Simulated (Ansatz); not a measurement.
# GaGe (quartet): wB97X-V, wB97M-V over a scan of the distance Ge1–Ga2, cc-pVDZ

How well do these functionals follow the top wave-function level for GaGe (quartet) over a scan of the distance Ge1–Ga2?

Method: cc-pVDZ, all electrons in the functionals; program: Ansatz 0.2.0, Gaussian basis.

To be run: wB97X-V, wB97M-V, at 1.973 Å; 2.259 Å; 2.472 Å; 2.781 Å; 3.008 Å; 3.343 Å; 3.887 Å; 4.523 Å; 5.419 Å; 6.694 Å; 8.458 Å.

22 further runs of the same task are left out: 3 for a known fault of the program, 13 that didn't finish, 6 set aside as unsound or not needed. Runs told in other sessions of the task aren't counted.

**1. The system**

The geometry derives from a PBE0/def2-TZVP stationary point (not a proven minimum). One bond is set to the value named and the two fragments are kept rigid. No spin-orbit coupling is included. The filled d shell of Ge, Ga may be among the frozen orbitals whatever the setting's name suggests.

2 atoms, charge 0, spin multiplicity 4.

Atoms are counted from 1 here; the program's logs count them from 0.

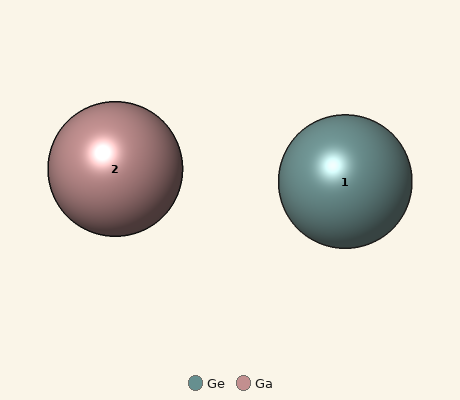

The structure; germanium teal, gallium pink; atoms are numbered from 1 in the order of the file.

Geometry (Å):

| atom | x (Å) | y (Å) | z (Å) |
| --- | --- | --- | --- |
| Ge1 | 0.0000 | 0.0000 | 0.0000 |
| Ga2 | 0.0000 | 0.0000 | 2.4722 |

No dispersion term is added; wB97X-V, wB97M-V hold VV10 nonlocal correlation.

The geometry shown and the zero of energy belong to the point 2.472 Å. The yardstick, FCI, and other wave-function levels (R restricted, U unrestricted, valence and pair active spaces) come from earlier runs.

**2. wB97X-V, 1.973 Å**

in.yaml reads:

```yaml
crystal:
  periodic: [false, false, false]
  atoms:
    - {symbol: Ge, position_ang: [0.000000, 0.000000, 0.000000]}
    - {symbol: Ga, position_ang: [0.000000, 0.000000, 1.973000]}
basis:
  gaussian: {orbitals: cc-pVDZ}
magnetization: {spin_polarized: true, initial_magnetization: 3}
hamiltonian: {xc: {name: wB97X-V}}
```

Command:

```sh
> ansatz run in.yaml --threads 1 --pin off --events-out ev --progress --plain --max-ram 2393MiB
```

After this run come: wB97X-V, 2.259 Å; wB97X-V, 2.472 Å; wB97X-V, 2.781 Å; wB97X-V, 3.008 Å; wB97X-V, 3.343 Å; wB97X-V, 3.887 Å; wB97X-V, 4.523 Å; wB97X-V, 5.419 Å; wB97X-V, 6.694 Å; wB97X-V, 8.458 Å; wB97M-V, 1.973 Å; wB97M-V, 2.259 Å; wB97M-V, 2.472 Å; wB97M-V, 2.781 Å; wB97M-V, 3.008 Å; wB97M-V, 3.343 Å; wB97M-V, 3.887 Å; wB97M-V, 4.523 Å; wB97M-V, 5.419 Å; wB97M-V, 6.694 Å; wB97M-V, 8.458 Å.

Before running them: what should the planned runs give, taken together? Wanted: span of the FCI curve; largest miss, wB97X-V; largest miss, wB97M-V.

**Answer**, as computed:

| quantity | value |
| --- | --- |
| span of the FCI curve | 47.8 kcal/mol |
| largest miss, wB97X-V | -9.3 kcal/mol (1.973 Å) |
| largest miss, wB97M-V | -8.3 kcal/mol (1.973 Å) |

**Reading.** Of the functionals, wB97M-V keep the smallest largest miss at the points compared (at most 8.3 kcal/mol) and wB97X-V strays most (9.3 kcal/mol, at 1.973 Å). Functionals and the yardstick converge differently with the basis, so part of each miss in cc-pVDZ is the basis.
